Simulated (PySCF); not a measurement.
# C₄H₅N, SMILES `c1cc[nH]c1`: electronic structure

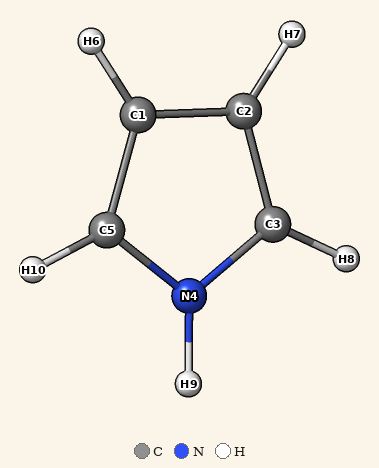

The molecule, with its atoms numbered as below. No frequency check shows the geometry to be a minimum.

Coordinates in Å:

```
C1      -0.9747   -0.7067    0.0000
C2      -0.9778    0.7025    0.0000
C3       0.3275    1.1091    0.0000
N4       1.1154    0.0023    0.0000
C5       0.3323   -1.1076    0.0000
H6      -1.8360   -1.3450    0.0000
H7      -1.8418    1.3371    0.0000
H8       0.7482    2.0954    0.0000
H9       2.1214    0.0045    0.0000
H10      0.7574   -2.0920    0.0000
```

Part 1: Bonding charge

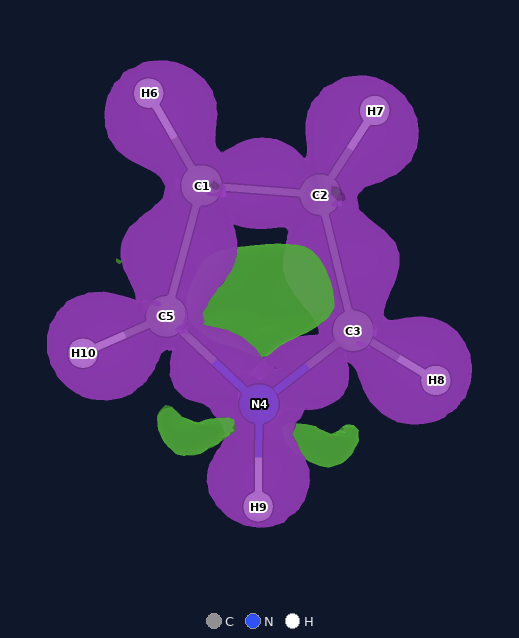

Deformation density (molecule less spherical, spin-averaged free atoms at the same positions), surfaces at ±0.1 e/Å³; purple: gain, green: loss.

PySCF calculation, B3LYP/def2-SVP, gas phase; geometry: GFN2-xTB.

> Describe the bonding that the map shows.

N4–H9: +0.82 e/Å³ at the bond critical point (bond length 1.01 Å, Mayer order 0.9). C5–H10 and C3–H8: +0.73 e/Å³ at the bond critical point (bond length 1.07 Å, Mayer order 1.0). C1–H6 and C2–H7: +0.70 e/Å³ at the bond critical point (bond length 1.07 Å, Mayer order 1.0). C2–C3 and C1–C5: +0.65 e/Å³ at the bond critical point (bond length 1.37 Å, Mayer order 1.5). C1–C2: +0.57 e/Å³ at the bond critical point (bond length 1.41 Å, Mayer order 1.3). N4–C5 and C3–N4: +0.31 e/Å³ at the bond critical point (bond length 1.36 Å, Mayer order 1.2). In all, 2.2 electrons gather in the regions of gain relative to the promolecule.

> Where do the Hirshfeld charges lie?

The highest Hirshfeld charge is on H9 (+0.15 e), the lowest on C1 and C2 (−0.10 e).

```json
{"atom": "C1", "charge (e)": "−0.10"}
{"atom": "C2", "charge (e)": "−0.10"}
{"atom": "C3", "charge (e)": "−0.04"}
{"atom": "N4", "charge (e)": "−0.05"}
{"atom": "C5", "charge (e)": "−0.04"}
{"atom": "H6", "charge (e)": "+0.04"}
{"atom": "H7", "charge (e)": "+0.04"}
{"atom": "H8", "charge (e)": "+0.04"}
{"atom": "H9", "charge (e)": "+0.15"}
{"atom": "H10", "charge (e)": "+0.04"}
```

Part 2: Bond critical points

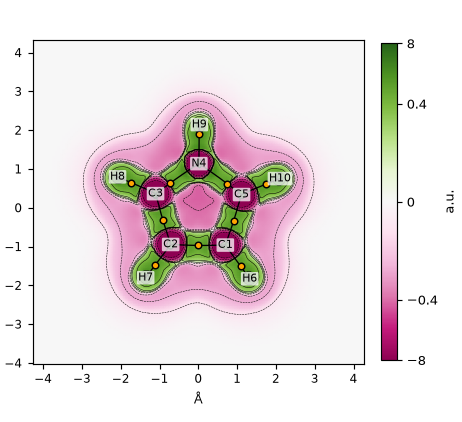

Negative Laplacian of the density (−∇²ρ) in the molecular plane (green positive, pink negative, colour scale in a.u., logarithmic beyond ±0.04), with bond paths and bond critical points (dots).

> At which bond critical points in this plane is charge locally concentrated, and at which depleted?

Concentrated (∇²ρ < 0): N4–H9 (−1.63 a.u.); C2–C3 and C1–C5 (−0.83 a.u.); N4–C5 and C3–N4 (−0.56 a.u.); C1–C2 (−0.72 a.u.); C5–H10 and C3–H8 (−1.12 a.u.); C1–H6 and C2–H7 (−1.09 a.u.). At none is it depleted.

> Where along N4–H9 does the critical point lie?

0.77 Å from N4 and 0.23 Å from H9.

Part 3: Local ionisation energy

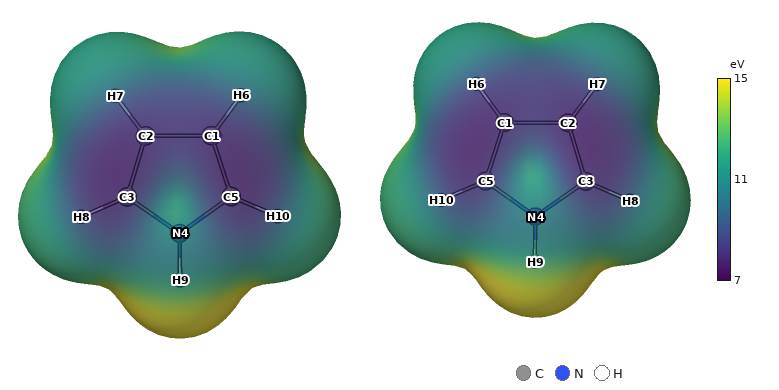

Average local ionisation energy on the surface of electron density 0.001 a.u. (back view left, front view right).

> Where are the most loosely bound electrons on this surface?

The lowest value is 7.6 eV, off the C1–C5 bond (2.1 to 2.2 Å from its atoms), and at like points elsewhere. For comparison, the highest occupied orbital lies at −5.7 eV.

> What volume does the surface enclose, and what is the dipole moment?

About 94 Å³; the dipole moment is 2.0 D.

Part 4: Localised orbitals

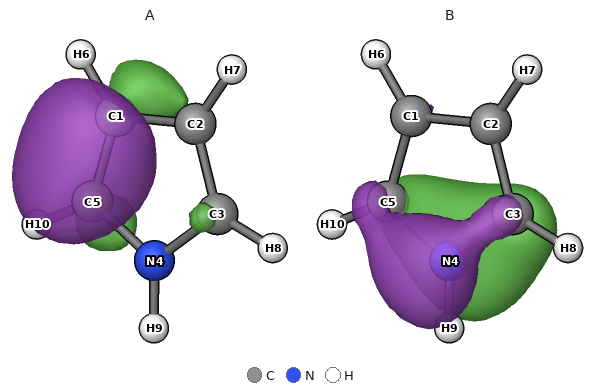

Foster–Boys orbitals, occupied; each surface holds about 80 % of the orbital's density. Energies are diagonal elements of the Fock matrix.

Computed with PySCF, BP86/cc-pVDZ, geometry: GFN2-xTB.

> Name the orbitals, with their atomic make-up and energies.

By panel:
- A: bent (banana) bond C1–C5 (C1 48 %, C5 47 %; −10.4 eV)
- B: bent (banana) bond N4–C5 (N4 75 %, C5 11 %, C3 11 %; −9.5 eV)

> How do all the valence pairs divide up?

13 pairs: 8 σ bonds and 5 bent bonds.
